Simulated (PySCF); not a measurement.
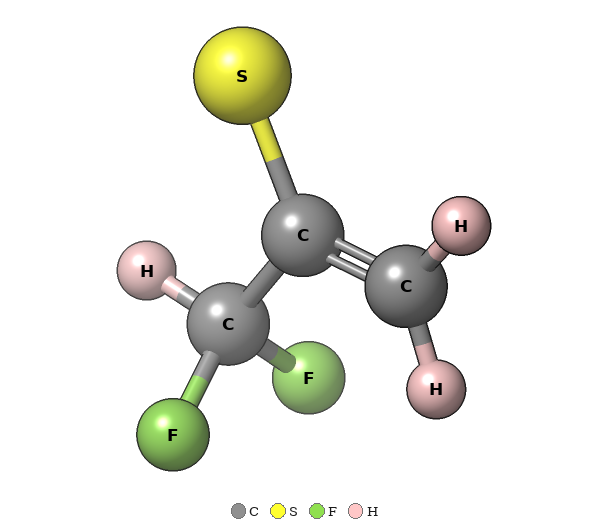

Orthographic view. Depth is shown by fading: the farther an atom, the more it takes the colour of the background. State: charge −1, singlet. The computed structure is the end point of a GFN2-xTB optimisation. No frequency run is at hand to confirm it as a minimum.

Write the InChI string.

Answer. InChI=1S/C3H4F2S/c1-2(6)3(4)5/h3,6H,1H2/p-1
